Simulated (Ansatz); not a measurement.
Correcting a cheap level on molecular compounds of Sn

The vertical ionisation energy (cation less neutral) in eV of 6 molecular compounds of Sn: x at MP2/def2-TZVPP, y at CCSD(T)/def2-TZVPP. Shapes, held fixed at every level: PBE0-D4/def2-TZVP. Flexible molecules stand in one conformer, not always the lowest. Programs: Ansatz 0.2.0.

| molecule | x (eV) | y (eV) |
| --- | --- | --- |
| CH4S2Sn (SMILES C[S][Sn][SH]) | 9.11 | 8.96 |
| Sn(SH)Cl | 9.71 | 9.51 |
| Sn(NH2)Cl | 9.91 | 9.71 |
| Sn(OH)2 | 10.25 | ? |
| CH4O2Sn (SMILES C[O][Sn][OH]) | 10.45 | 10.07 |
| Sn(OH)F | 10.72 | 10.28 |

Task: Fit y = c + s·x to the known rows and predict y for Sn(OH)2.

Result: 
1. Means of the 5 rows: x = 9.9800, y = 9.706.
2. Σ(Δx)² = 1.6032, Σ(Δx·Δy) = 1.2975, so the slope is 1.2975/1.6032 = 0.80932.
3. Intercept: 9.706 − (0.80932) × 9.9800 = 1.629. The largest residual of the fit is 0.061.
4. Sn(OH)2: 1.629 + 0.80932 × 10.25 = 9.92 eV.

CCSD(T)/def2-TZVPP gives 9.85 eV, so the prediction is off by +0.07 eV, about the largest residual. Uncorrected, MP2/def2-TZVPP misses Sn(OH)2 by +0.40 eV, and the other rows by 0.27 on average. The line removes about 80 % of this miss. Left out in turn, the other rows are missed by 0.06 eV on average, so much of the error is systematic among these molecules. Cations run unrestricted. For atoms past krypton def2 sets carry core potentials with scalar relativity. Outer-core shells of Sn are correlated, in sets that cover them unevenly.

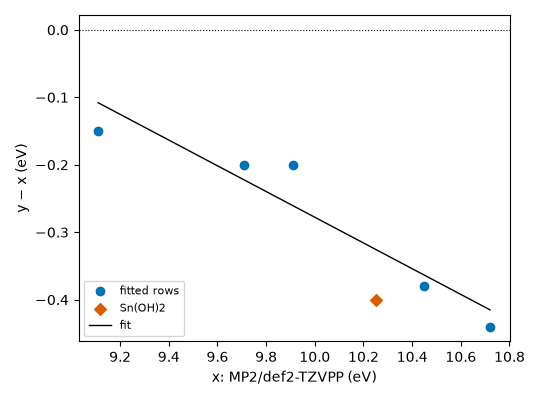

The correction y − x against x, with the fitted line and the withheld molecule.
